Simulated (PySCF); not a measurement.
# Co2H4: structure of the singlet

The task is one start of a wider search on Co2H4: the singlet, from a doubly bridged, planar start. It is relaxed, tested by its Hessian and followed downhill if it is a saddle.

Computed with PySCF 2.14.0. Level: PBE0, basis Co def2-TZVP, H def2-TZVP, no relativity, density fitting.

**1. The starting structure**

6 atoms, charge 0, spin multiplicity 1.

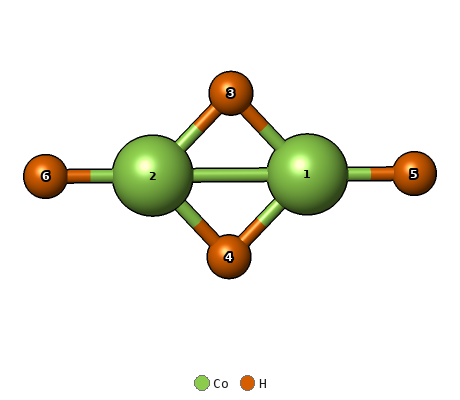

The starting geometry (cobalt green, hydrogen orange); atoms are numbered from 1 in the order of the file.

```xyz
6
charge 0 multiplicity 1
Co    1.0338    0.0000    0.0000
Co   -1.0338    0.0000    0.0000
H     0.0000    1.1086    0.0000
H     0.0000   -1.1086    0.0000
H     2.4638    0.0000    0.0000
H    -2.4638    0.0000    0.0000
```

**2. First SCF at the start**

The steps below are one call of a driver around PySCF. For each, scf.py gives the equivalent set-up of the SCF; relaxations use the driver's own optimiser. After this first run the driver tries any further starts and a stability analysis.

scf.py reads:

```python
from pyscf import gto, scf, dft
mol = gto.M(atom='''
Co     1.033800     0.000000     0.000000
Co    -1.033800     0.000000     0.000000
H      0.000000     1.108600     0.000000
H      0.000000    -1.108600     0.000000
H      2.463800     0.000000     0.000000
H     -2.463800     0.000000     0.000000''',
    basis={'Co': 'def2-TZVP', 'H': 'def2-TZVP'},
    charge=0, spin=0)
mf = dft.RKS(mol, xc='PBE0')
mf.grids.atom_grid = (50, 194)
aux = {'Co': 'def2-universal-JKFIT', 'H': 'def2-universal-JKFIT'}
mf = mf.density_fit(auxbasis=aux)
mf.conv_tol = 1e-08
mf.diis_space = 10
mf.max_cycle = 60
mf.init_guess = 'minao'
mf.verbose = 4
mf.kernel()
```

Launch:

```console
$ OMP_NUM_THREADS=2 python axn.py task.json out
```

Log:

```text
init E= -2765.73138459388
  HOMO = 0.142955582559636  LUMO = 0.145059627848607  gap/eV = 0.05725
cycle= 1 E= -2733.35576123752  delta_E= 32.4  |g|= 11.6  |ddm|= 55.4
  HOMO = -3.3744405900062  LUMO = -2.64556181387363  gap/eV = 19.83380
cycle= 2 E= -2724.59596878126  delta_E= 8.76  |g|= 19.3  |ddm|= 55.9
  HOMO = -1.65445750414524  LUMO = -1.29388829100473  gap/eV = 9.81159
cycle= 3 E= -2753.18061807999  delta_E= -28.6  |g|= 10.9  |ddm|= 5.14
  HOMO = -0.663080276845112  LUMO = -0.492364536284235  gap/eV = 4.64541
cycle= 4 E= -2761.68147293017  delta_E= -8.5  |g|= 7.04  |ddm|= 2.25
  HOMO = -0.650348724808195  LUMO = -0.46831043111862  gap/eV = 4.95351
cycle= 5 E= -2762.80309909805  delta_E= -1.12  |g|= 6.13  |ddm|= 0.404
  HOMO = -0.457015394224208  LUMO = -0.373733785237431  gap/eV = 2.26621
cycle= 6 E= -2765.73347953652  delta_E= -2.93  |g|= 3.59  |ddm|= 1.08
  HOMO = -0.268888319669171  LUMO = -0.166618260753959  gap/eV = 2.78291
cycle= 7 E= -2766.97145407365  delta_E= -1.24  |g|= 1.07  |ddm|=    1
  HOMO = -0.189952405863545  LUMO = -0.129364635922486  gap/eV = 1.64868
cycle= 8 E= -2767.14870092514  delta_E= -0.177  |g|= 0.234  |ddm|= 0.736
  HOMO = -0.213999644192263  LUMO = -0.140887922275819  gap/eV = 1.98947
cycle= 9 E= -2767.16138947841  delta_E= -0.0127  |g|= 0.0226  |ddm|= 0.211
  HOMO = -0.213373130177261  LUMO = -0.139081267876532  gap/eV = 2.02158
cycle= 10 E= -2767.16245074807  delta_E= -0.00106  |g|= 0.0275  |ddm|= 0.0871
  HOMO = -0.21487619690315  LUMO = -0.138609323426979  gap/eV = 2.07533
cycle= 11 E= -2767.16407820452  delta_E= -0.00163  |g|= 0.0197  |ddm|= 0.137
  HOMO = -0.209222193755985  LUMO = -0.134434046469236  gap/eV = 2.03509
cycle= 12 E= -2767.16699341873  delta_E= -0.00292  |g|= 0.0279  |ddm|= 0.34
  HOMO = -0.210537024625564  LUMO = -0.137153010325366  gap/eV = 1.99688
cycle= 13 E= -2767.16685174231  delta_E= 0.000142  |g|= 0.0144  |ddm|= 0.0386
  HOMO = -0.207314113628509  LUMO = -0.138565158087296  gap/eV = 1.87075
cycle= 14 E= -2767.16784786489  delta_E= -0.000996  |g|= 0.0328  |ddm|= 0.24
  HOMO = -0.20663473309627  LUMO = -0.138302991292584  gap/eV = 1.85940
cycle= 15 E= -2767.16801762413  delta_E= -0.00017  |g|= 0.0155  |ddm|= 0.0518
  HOMO = -0.206674325914901  LUMO = -0.138567687704041  gap/eV = 1.85328
cycle= 16 E= -2767.16805902577  delta_E= -4.14e-05  |g|= 0.0128  |ddm|= 0.0373
  HOMO = -0.207845003851118  LUMO = -0.140999189457325  gap/eV = 1.81897
cycle= 17 E= -2767.16807868334  delta_E= -1.97e-05  |g|= 0.00227  |ddm|= 0.025
  HOMO = -0.207371436180842  LUMO = -0.140965594440775  gap/eV = 1.80699
cycle= 18 E= -2767.16809414201  delta_E= -1.55e-05  |g|= 0.000809  |ddm|= 0.0422
  HOMO = -0.207535300316042  LUMO = -0.141211089966917  gap/eV = 1.80477
cycle= 19 E= -2767.16809440902  delta_E= -2.67e-07  |g|= 0.000915  |ddm|= 0.00689
  HOMO = -0.207475658277978  LUMO = -0.14109872865937  gap/eV = 1.80621
cycle= 20 E= -2767.16809455916  delta_E= -1.5e-07  |g|= 0.000305  |ddm|= 0.00164
  HOMO = -0.207458126661219  LUMO = -0.141072203619624  gap/eV = 1.80645
cycle= 21 E= -2767.16809457143  delta_E= -1.23e-08  |g|= 0.000124  |ddm|= 0.000313
  HOMO = -0.207451723361734  LUMO = -0.141061755554513  gap/eV = 1.80656
cycle= 22 E= -2767.16809457338  delta_E= -1.95e-09  |g|= 4.93e-05  |ddm|= 5.5e-05
  HOMO = -0.207435938157818  LUMO = -0.141048136851043  gap/eV = 1.80650
Extra cycle  E= -2767.1680945691  delta_E= 4.28e-09  |g|= 0.000204  |ddm|= 9e-05
converged SCF energy = -2767.1680945691
```

This step, with its further starts and checks, needed 48 s of wall time on 2 threads of Arm Neoverse V2, shared host.

The starts that the driver tried:

| start | energy (Eh) |
| --- | --- |
| the minimal-basis guess | -2767.168095 |
| a thermally smeared density | -2767.194591 |
| a smeared PBE density | -2767.168095 |

This is not the lowest solution: one lies 69.6 kJ/mol lower, at -2767.19459 Eh, and the relaxation starts from that.

**3. Relaxation: doubly bridged, planar start, singlet**

The program finds D2h symmetry in the start, which this walk keeps. The walk stops when the largest gradient is under 0.0003 Eh/bohr and the energy has settled too.

scf.py, as its differences from that of step 2:

```diff
@@ -3,2 +3,2 @@
-Co     1.033800     0.000000     0.000000
-Co    -1.033800     0.000000     0.000000
+Co     1.033800    -0.000000     0.000000
+Co    -1.033800     0.000000    -0.000000
@@ -6,3 +6,3 @@
-H      0.000000    -1.108600     0.000000
-H      2.463800     0.000000     0.000000
-H     -2.463800     0.000000     0.000000''',
+H     -0.000000    -1.108600    -0.000000
+H      2.463800    -0.000000     0.000000
+H     -2.463800     0.000000    -0.000000''',
@@ -18 +17,0 @@
-mf.init_guess = 'minao'
```

Energy and gradient, step by step:

| step | energy (Eh) | change (kJ/mol) | largest symmetric gradient (Eh/bohr) |
| --- | --- | --- | --- |
| 0 | -2767.194591 | 0.00 | 0.05951 |
| 1 | -2767.214269 | -51.66 | 0.03080 |
| 2 | -2767.224739 | -79.15 | 0.01117 |
| 3 | -2767.226338 | -83.35 | 0.00650 |
| 4 | -2767.226508 | -83.80 | 0.00415 |
| 5 | -2767.226566 | -83.95 | 0.00250 |
| 6 | -2767.226617 | -84.08 | 0.00093 |
| 7 | -2767.226628 | -84.12 | 0.00032 |
| 8 | -2767.226630 | -84.12 | 0.00024 |

The walk took 25 s.

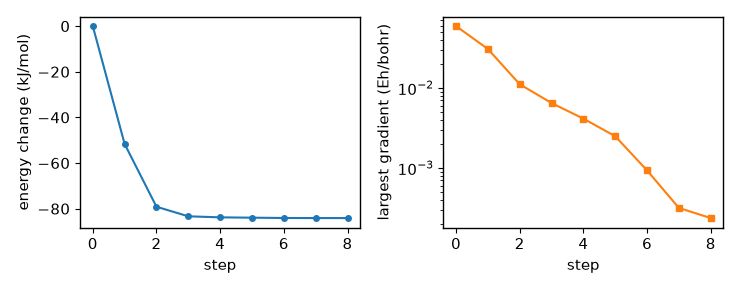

Energy and largest gradient along the walk.

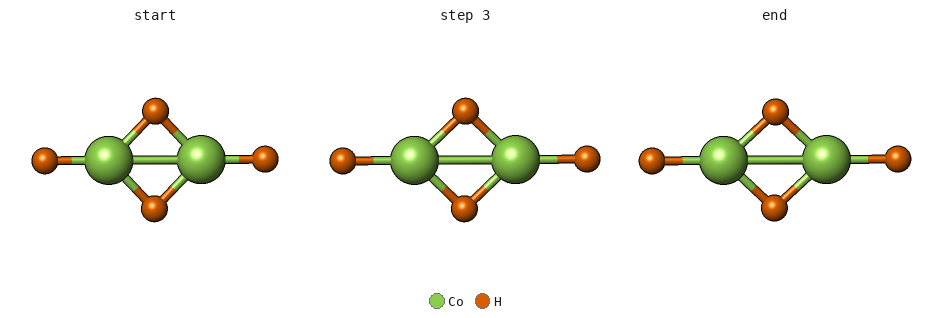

The geometry along the walk, at one scale.

It settles in D2h symmetry, 84.1 kJ/mol below the start, after 8 steps: Co–Co 2.301 Å, Co–H 1.586 Å (×4), Co–H 1.600 Å (×2); Co–Co–H 43.5° (×4), Co–Co–H 180.0° (×2), Co–H–Co 93.0° (×2), H–Co–H 87.0° (×2), H–Co–H 136.5° (×4).

**4. Is it a minimum? Harmonic modes**

The point was taken to the finer grid, but the Hessian ran out of time, so its nature is unknown.

**5. Results**

| quantity | value |
| --- | --- |
| relaxations | 1 |
| converged | 1 |
| saddle points found | 0 |
| minima found | 0 |

In words: No minimum was confirmed: the time limit cut the work short. No equilibrium property of the molecule follows from this session.
